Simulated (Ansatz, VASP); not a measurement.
# Ir12CO (Ir(111)): VASP beside Ansatz

One calculation is typed for both programs; each brings its own data sets and cutoff. How far apart do they land? The structure shown is the end of the VASP relaxation below.

Method: plane waves, with VASP 6.6.1 beside it; single point at PBEsol, in Ansatz 0.2.0.

### Step 1. Set-up

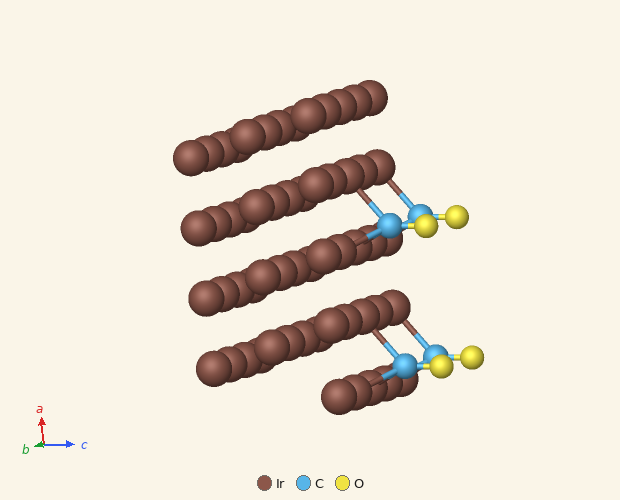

Start, viewed from the side, with the c axis across the page; iridium brown, carbon blue, oxygen yellow. 2×2×1 cells are drawn. Bonds to atoms that aren't drawn are left out. Some periodic images of atoms are drawn too.

The cell holds 14 atoms: 12 Ir, 1 C and 1 O. Its edges and angles: a = 5.421 Å, b = 5.421 Å, c = 19.426 Å, α = 90.0°, β = 90.0°, γ = 60.0°. It derives from Ir. As first built, before any earlier steps moved the atoms: CO over the fcc site of Ir(111). Vacuum lies along c.

### Step 2. VASP: relaxation, PBEsol

This run makes the geometry at which the two programs are then compared.

Lines of VASP's logs that name or quote its potential files are left out, and so is its time.

Contents of INCAR:

```
SYSTEM = Ir12CO
PREC = Normal
ENCUT = 440
EDIFF = 1E-05
NELM = 120
ISMEAR = 1
SIGMA = 0.15
LREAL = Auto
ALGO = Fast
GGA = PS
NBANDS = 73
LASPH = .TRUE.
LORBIT = 11
LWAVE = .FALSE.
LCHARG = .FALSE.
KPAR = 4
IBRION = 2
NSW = 50
ISIF = 2
EDIFFG = -0.03
POTIM = 0.4
MAXMIX = 40
IDIPOL = 3
LDIPOL = .TRUE.
DIPOL = 0.5 0.5 0.525
```

Contents of POSCAR:

```
Ir12CO
1.0
    5.4212477360      0.0000000000      0.0000000000
    2.7106238680      4.6949382596      0.0000000000
    0.0000000000      0.0000000000     19.4264302408
Ir C O
12 1 1
Selective dynamics
Direct
    0.1666666700      0.1666666700      0.3860719600  F F F
    0.6666666700      0.1666666700      0.3860719600  F F F
    0.1666666700      0.6666666700      0.3860719600  F F F
    0.6666666700      0.6666666700      0.3860719600  F F F
    0.8333333300      0.3333333300      0.4969210300  T T T
    0.3333333300      0.3333333300      0.4969210300  T T T
    0.8333333300      0.8333333300      0.4969210300  T T T
    0.3333333300      0.8333333300      0.4969210300  T T T
    0.0000000000      0.0000000000      0.6077600200  T T T
    0.5000000000      0.0000000000      0.6077600200  T T T
    0.0000000000      0.5000000000      0.6077600200  T T T
    0.5000000000      0.5000000000      0.6077600200  T T T
    0.1666666700      0.1666666700      0.6669577200  T T T
    0.1666666700      0.1666666700      0.7261554200  T T T
```

Contents of KPOINTS:

```
Automatic mesh
0
Gamma
6 6 1
0 0 0
```

Potentials, in the order of the species: Ir, C and O (PBE family, release 64).

Command:

```sh
mpirun -np 4 vasp_std
```

Numbers of over 12 decimals in the logs are rounded to 6 here.

The log of the run:

```text
[banner, memory and clock lines left out]
running    4 mpi-ranks, on    1 nodes
 distrk:  each k-point on    1 cores,    4 groups
 distr:  one band on    1 cores,    1 groups

 POSCAR found type information on POSCAR IrC O
 POSCAR found :  3 types and      14 ions
|                                                                             |
|               ----> ADVICE to this user running VASP <----                  |
|                                                                             |
|     You enforced a specific xc type in the INCAR file but a different       |
|     [... a line on the potential file left out ...]
|     I HOPE YOU KNOW WHAT YOU ARE DOING!                                     |
|                                                                             |

 LDA part: xc-table for (Slater+PW92), standard interpolation
 POSCAR, INCAR and KPOINTS ok, starting setup
 FFT: planning ... GRIDC
 FFT: planning ... GRID_SOFT
 FFT: planning ... GRID
 WAVECAR not read
 entering main loop
       N       E                     dE             d eps       ncg     rms          rms(c)
DAV:   1     0.110680330928E+04    0.11068E+04   -0.44993E+04  1022   0.124E+03
DAV:   2     0.264801031917E+01   -0.11042E+04   -0.10361E+04  1031   0.417E+02
DAV:   3    -0.127296692138E+03   -0.12994E+03   -0.12130E+03  1499   0.128E+02
DAV:   4    -0.135816800622E+03   -0.85201E+01   -0.80978E+01  1396   0.326E+01
DAV:   5    -0.136103094546E+03   -0.28629E+00   -0.28162E+00  1452   0.509E+00    0.564E+01
RMM:   6    -0.136879250894E+03   -0.77616E+00   -0.26586E+01  1040   0.254E+01    0.368E+01
RMM:   7    -0.233999941218E+03   -0.97121E+02   -0.16075E+02  1459   0.385E+01    0.852E+01
RMM:   8    -0.176771866030E+03    0.57228E+02   -0.28623E+01  1109   0.191E+01    0.503E+01
RMM:   9    -0.146026657432E+03    0.30745E+02   -0.50449E+01  1258   0.285E+01    0.338E+01
RMM:  10    -0.127480168834E+03    0.18546E+02   -0.15992E+01  1099   0.140E+01    0.142E+01
RMM:  11    -0.125840738113E+03    0.16394E+01   -0.42294E+00  1074   0.854E+00    0.886E+00
RMM:  12    -0.125437187778E+03    0.40355E+00   -0.21543E+00  1271   0.486E+00    0.532E+00
RMM:  13    -0.125286205446E+03    0.15098E+00   -0.47717E-01  1307   0.213E+00    0.362E+00
RMM:  14    -0.125245501511E+03    0.40704E-01   -0.16033E-01  1146   0.148E+00    0.298E+00
[...]
RMM:  22    -0.125169978941E+03   -0.59844E-04   -0.93050E-05   968   0.305E-02    0.555E-02
RMM:  23    -0.125169992980E+03   -0.14038E-04   -0.33567E-05   707   0.195E-02    0.373E-02
RMM:  24    -0.125170028606E+03   -0.35627E-04   -0.24269E-05   642   0.172E-02    0.257E-02
RMM:  25    -0.125170046580E+03   -0.17974E-04   -0.74341E-06   585   0.119E-02    0.169E-02
RMM:  26    -0.125170081647E+03   -0.35066E-04   -0.10235E-05   603   0.113E-02    0.186E-02
RMM:  27    -0.125170106205E+03   -0.24558E-04   -0.79064E-06   592   0.991E-03    0.606E-03
RMM:  28    -0.125170118047E+03   -0.11842E-04   -0.35346E-06   583   0.812E-03    0.745E-03
RMM:  29    -0.125170121199E+03   -0.31513E-05   -0.17274E-06   555   0.614E-03
   1 F= -.12517012E+03 E0= -.12517104E+03  d E =-.125170E+03
[... from here on, the cycles between the ionic steps are left out ...]
  29 F= -.12624152E+03 E0= -.12624376E+03  d E =-.122209E-02
  30 F= -.12624258E+03 E0= -.12624513E+03  d E =-.227927E-02
  31 F= -.12624162E+03 E0= -.12624478E+03  d E =-.132228E-02
  32 F= -.12624272E+03 E0= -.12624542E+03  d E =-.242045E-02
  33 F= -.12624293E+03 E0= -.12624580E+03  d E =-.209642E-03
  34 F= -.12624295E+03 E0= -.12624577E+03  d E =-.226155E-03
  35 F= -.12624295E+03 E0= -.12624579E+03  d E =-.230932E-03
  36 F= -.12624324E+03 E0= -.12624621E+03  d E =-.286515E-03
  37 F= -.12624325E+03 E0= -.12624625E+03  d E =-.294691E-03
  38 F= -.12624326E+03 E0= -.12624633E+03  d E =-.311967E-03
  39 F= -.12624326E+03 E0= -.12624635E+03  d E =-.312402E-03
  40 F= -.12624328E+03 E0= -.12624640E+03  d E =-.324615E-03
  41 F= -.12624335E+03 E0= -.12624646E+03  d E =-.700687E-04
  42 F= -.12624337E+03 E0= -.12624648E+03  d E =-.935285E-04
  43 F= -.12624342E+03 E0= -.12624652E+03  d E =-.477451E-04
 trial-energy change:   -0.000048  1 .order   -0.000034   -0.000042   -0.000027
 step:   0.2859(harm=  0.2859)  dis= 0.00088  next Energy=  -126.243429 (dE=-0.600E-04)
 bond charge predicted
       N       E                     dE             d eps       ncg     rms          rms(c)
DAV:   1    -0.126243452500E+03   -0.42183E-04   -0.58141E-03  1022   0.270E-01    0.682E-02
RMM:   2    -0.126243468157E+03   -0.15657E-04   -0.10934E-04   890   0.480E-02    0.655E-02
RMM:   3    -0.126243467922E+03    0.23497E-06   -0.22194E-05   591   0.211E-02
  44 F= -.12624347E+03 E0= -.12624657E+03  d E =-.987033E-04
 curvature:  -0.34 expect dE=-0.284E-04 dE for cont linesearch -0.199E-05
 trial: gam= 0.01589 g(F)=  0.843E-04 g(S)=  0.000E+00 ort = 0.763E-04 (trialstep = 0.137E+00)
 search vector abs. value=  0.870E-04
 reached required accuracy - stopping structural energy minimisation
```

Parts of OUTCAR (step 2):

```text
ion  position               nearest neighbor table
   1  0.167  0.167  0.386-   6 2.66   5 2.66   8 2.66   2 2.71   2 2.71   3 2.71   4 2.71   3 2.71
                             4 2.71
   2  0.667  0.167  0.386-   5 2.66   6 2.66   7 2.66   1 2.71   1 2.71   3 2.71   4 2.71   4 2.71
                             3 2.71
   3  0.167  0.667  0.386-   8 2.66   7 2.66   6 2.66   4 2.71   4 2.71   1 2.71   2 2.71   2 2.71
                             1 2.71
   4  0.667  0.667  0.386-   7 2.66   8 2.66   5 2.66   3 2.71   3 2.71   1 2.71   2 2.71   1 2.71
                             2 2.71
   5  0.833  0.333  0.497-  12 2.66   9 2.66  11 2.66   2 2.66   1 2.66   4 2.66   6 2.71   6 2.71
                             7 2.71   8 2.71   7 2.71   8 2.71
   6  0.333  0.333  0.497-  11 2.66  10 2.66  12 2.66   1 2.66   2 2.66   3 2.66   5 2.71   5 2.71
                             7 2.71   8 2.71   8 2.71   7 2.71
   7  0.833  0.833  0.497-  10 2.66  11 2.66   9 2.66   4 2.66   3 2.66   2 2.66   8 2.71   8 2.71
                             5 2.71   6 2.71   6 2.71   5 2.71
   8  0.333  0.833  0.497-   9 2.66  12 2.66  10 2.66   3 2.66   4 2.66   1 2.66   7 2.71   7 2.71
                             5 2.71   6 2.71   5 2.71   6 2.71
   9  0.000  0.000  0.608-  13 1.94   8 2.66   5 2.66   7 2.66  10 2.71  10 2.71  11 2.71  12 2.71
                            11 2.71  12 2.71
  10  0.500  0.000  0.608-  13 1.94   7 2.66   6 2.66   8 2.66   9 2.71   9 2.71  11 2.71  12 2.71
                            12 2.71  11 2.71
  11  0.000  0.500  0.608-  13 1.94   6 2.66   7 2.66   5 2.66  12 2.71  12 2.71   9 2.71  10 2.71
                            10 2.71   9 2.71
  12  0.500  0.500  0.608-   5 2.66   8 2.66   6 2.66  11 2.71  11 2.71   9 2.71  10 2.71   9 2.71
                            10 2.71
  13  0.167  0.167  0.667-  14 1.15  10 1.94  11 1.94   9 1.94
  14  0.167  0.167  0.726-  13 1.15

  LATTYP: Found a hexagonal cell.
 ALAT       =     5.4212477360
 C/A-ratio  =     3.5833872914

 Subroutine GETGRP returns: Found  6 space group operations
 (whereof  2 operations were pure point group operations)

The static configuration has the point symmetry C_1h.
 The point group associated with its full space group is C_3v.

 Found      7 irreducible k-points:

   k-points           NKPTS =      7   k-points in BZ     NKDIM =      7   number of bands    NBANDS=     73

   dimension x,y,z NGX =    28 NGY =   28 NGZ =  100
   dimension x,y,z NGXF=    56 NGYF=   56 NGZF=  200

   ENCUT  =  440.0 eV  32.34 Ry    5.69 a.u.   9.27  9.27 33.23*2*pi/ulx,y,z

   NELECT =     118.0000    total number of electrons

 k-points in reciprocal lattice and weights: Automatic mesh
   0.00000000  0.00000000  0.00000000       0.028
   0.16666667  0.00000000  0.00000000       0.167
   0.33333333  0.00000000  0.00000000       0.167
   0.50000000  0.00000000  0.00000000       0.083
   0.33333333  0.16666667  0.00000000       0.167
   0.50000000  0.16666667  0.00000000       0.333
  -0.33333333  0.33333333  0.00000000       0.056

 dipolmoment           0.000000      0.000000      0.132526 electrons x Angstroem

 average (electrostatic) potential at core
       1 -58.4944       2 -58.5951       3 -58.5951       4 -58.5951       5 -59.1329
       6 -59.1329       7 -58.9916       8 -59.1329       9 -58.5898      10 -58.5898
      11 -58.5898      12 -58.4369      13 -56.9016      14 -76.4964

 E-fermi :  -0.1019

 k-point     1 :       0.0000    0.0000    0.0000
  band No.  band energies     occupation
    ...
     47      -1.2623      2.00000
     48      -1.2623      2.00000
     49      -0.6216      2.00001
     50      -0.6216      2.00001
     51      -0.3696      2.03009
     52      -0.0227      0.22965
     53      -0.0226      0.22911
     54       0.1828     -0.02189
     55       0.3132     -0.00065
     56       0.3132     -0.00065
    ...

 k-point     2 :       0.1667    0.0000    0.0000
  band No.  band energies     occupation
    ...
     50      -0.7429      2.00000
     51      -0.7348      2.00000
     52      -0.5698      2.00009
     53      -0.5414      2.00028
     54      -0.1642      1.63981
     55      -0.0506      0.45705
     56      -0.0035      0.11246
     57       0.0594     -0.06263
     58       0.1340     -0.04862
     59       0.2315     -0.00729
    ...

 k-point     3 :       0.3333    0.0000    0.0000
  band No.  band energies     occupation
    ...
     57      -0.5287      2.00043
     58      -0.4635      2.00342
     59      -0.3665      2.03173
     60      -0.1813      1.77123
     61      -0.1194      1.19557
     62       0.0534     -0.05691
     63       0.1511     -0.03827
     64       0.2829     -0.00172
     65       0.5234     -0.00000
     66       0.5591     -0.00000
    ...

  Total      -12.9025007    -12.9025007     -0.2587999      0.0000000      0.0000000      0.0000000
  in kB      -41.8082830    -41.8082830     -0.8385954      0.0000000      0.0000000      0.0000000
  external PRESSURE =     -28.1517205 kB  Pullay stress =       0.0000000 kB

  energy-cutoff  :      440.00
  volume of cell :      494.45
      direct lattice vectors                 reciprocal lattice vectors
     5.421247736  0.000000000  0.000000000     0.184459381 -0.106497673  0.000000000
     2.710623868  4.694938260  0.000000000     0.000000000  0.212995346  0.000000000
     0.000000000  0.000000000 19.426430241     0.000000000  0.000000000  0.051476261

 POSITION                                       TOTAL-FORCE (eV/Angst)
 -----------------------------------------------------------------------------------
      1.35531      0.78249      7.50000         0.000000      0.000000      0.075250
      4.06594      0.78249      7.50000         0.000000      0.265341     -0.029406
      2.71062      3.12996      7.50000         0.229792     -0.132670     -0.029406
      5.42125      3.12996      7.50000        -0.229792     -0.132670     -0.029406
      5.42096      1.56515      9.65907         0.004135     -0.002387      0.009167
      2.71091      1.56515      9.65907        -0.004135     -0.002387      0.009167
      6.77656      3.91245      9.61505         0.000000      0.000000     -0.027932
      4.06594      3.91212      9.65907         0.000000      0.004774      0.009167
      8.11274      4.68389     11.86418         0.001840      0.001062      0.007515
      5.44038      4.68389     11.86418        -0.001840      0.001062      0.007515
      6.77656      2.36956     11.86418        -0.000000     -0.002124      0.007515
      4.06594      2.34747     11.79769         0.000000      0.000000      0.018609
      1.35531      0.78249     13.28757         0.000000      0.000000     -0.004650
      1.35531      0.78249     14.48182        -0.000000      0.000000     -0.023104
 -----------------------------------------------------------------------------------
    total drift:                               -0.000124     -0.000071     -0.001185

  FREE ENERGIE OF THE ION-ELECTRON SYSTEM (eV)
  ---------------------------------------------------
  free  energy   TOTEN  =      -126.2434679222 eV

  energy  without entropy=     -126.2527720226  energy(sigma->0) =     -126.24656929

 reached required accuracy - stopping structural energy minimisation

 vacuum level on the upper side and lower side of the slab         6.368         5.418

 total charge
# of ion       s       p       d       tot
------------------------------------------
    1        0.675   0.601   6.919   8.195
    2        0.677   0.612   6.905   8.194
    3        0.677   0.612   6.905   8.194
    4        0.677   0.612   6.905   8.194
    5        0.673   0.756   6.972   8.400
    6        0.673   0.756   6.972   8.400
    7        0.676   0.747   7.019   8.442
    8        0.673   0.756   6.972   8.400
    9        0.669   0.670   6.993   8.332
   10        0.669   0.670   6.993   8.332
   11        0.669   0.670   6.993   8.332
   12        0.672   0.596   6.959   8.228
   13        0.887   1.594   0.000   2.481
   14        1.619   3.484   0.000   5.103
--------------------------------------------------
tot         10.586  13.134  83.507 107.227

[... 3 further parts left out ...]
```

CONTCAR:

```
Ir12CO
   1.00000000000000
     5.4212477359999998    0.0000000000000000    0.0000000000000000
     2.7106238679999999    4.6949382595999998    0.0000000000000000
     0.0000000000000000    0.0000000000000000   19.4264302407999985
  Ir              C               O
    12     1     1
Selective dynamics
Direct
     0.1666666699999979    0.1666666699999979    0.3860719600000024   F   F   F
     0.6666666699999979    0.1666666699999979    0.3860719600000024   F   F   F
     0.1666666699999979    0.6666666699999979    0.3860719600000024   F   F   F
     0.6666666699999979    0.6666666699999979    0.3860719600000024   F   F   F
     0.8332623198304081    0.3333688350847991    0.4972130423407272   T   T   T
     0.3333688350847991    0.3333688350847991    0.4972130423407272   T   T   T
     0.8333333300000021    0.8333333300000021    0.4949468280027171   T   T   T
     0.3333688350847991    0.8332623198304081    0.4972130423407272   T   T   T
     0.9976477772975463    0.9976477772975463    0.6107233820399501   T   T   T
     0.5047044454049077    0.9976477772975463    0.6107233820399501   T   T   T
     0.9976477772975463    0.5047044454049076    0.6107233820399501   T   T   T
     0.5000000000000000    0.5000000000000000    0.6073011571443961   T   T   T
     0.1666666699999979    0.1666666699999979    0.6839946081319501   T   T   T
     0.1666666699999979    0.1666666699999979    0.7454697800952684   T   T   T
```

[end of part 1 of 2]

[Lines on the potential files, build, host, timing and source positions are cut from VASP's logs without a mark.]

[Logs are printed without paths, hosts, clocks, repeated set-up lines and the standing remarks that a program may print on its own settings, such as how far it seeks lower states.]

[Hosts, paths, dates, database ids (printed as entryN), source tags and the programs' standing remarks are cut or masked in the printed files.]
